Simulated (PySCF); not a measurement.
# C2H7FOSi: the cost of one run

The runs use PySCF 2.14.0, with density-fitted response routines of our own; the level of theory stands in each step. All values are computed, except where a source is named. Atoms count from 0, in the outputs and in this text.

### Step 1. Starting geometry

12 atoms, charge 0, multiplicity 1; geometry from: GFN2-xTB. The atoms were then displaced at random by about 0.01 Å, so the start is not that level's minimum.

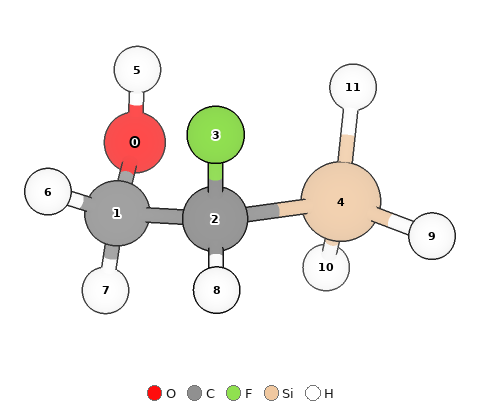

As it starts; oxygen red, carbon grey, fluorine green, silicon light orange, hydrogen white, atoms numbered.

### Step 2. Optimising the geometry at PBE0-D3(BJ)/def2-SVP

The job: settings as JSON, then the geometry in Å.

```
{"job": {"xc": "PBE0", "basis": "def2-SVP", "d3": "d3bj", "grid": 1, "shake": 0.01, "kind": "geom"}, "charge": 0, "multiplicity": 1}
O     -0.956530     1.137030    -0.795860
C     -1.281210    -0.105140    -0.253590
C     -0.132720    -0.607710     0.577720
F     -0.184130    -0.057390     1.864510
Si     1.536300    -0.015060    -0.218770
H     -0.937230     1.805970    -0.081510
H     -2.191600    -0.069930     0.338150
H     -1.405510    -0.763810    -1.106820
H     -0.181760    -1.681750     0.751120
H      2.598000    -0.819630     0.405660
H      1.436030    -0.247660    -1.634510
H      1.740040     1.396810     0.144870
```

Run with:

```bash
> OMP_NUM_THREADS=1 python probes_run.py task.json out
```

The driver reads the jobs from task.json and runs them one after another.

Q: Estimate the wall time and peak memory of this first job on 1 thread of Arm Neoverse V1, shared host.

About 35 s, with a peak of 0.46 GiB.
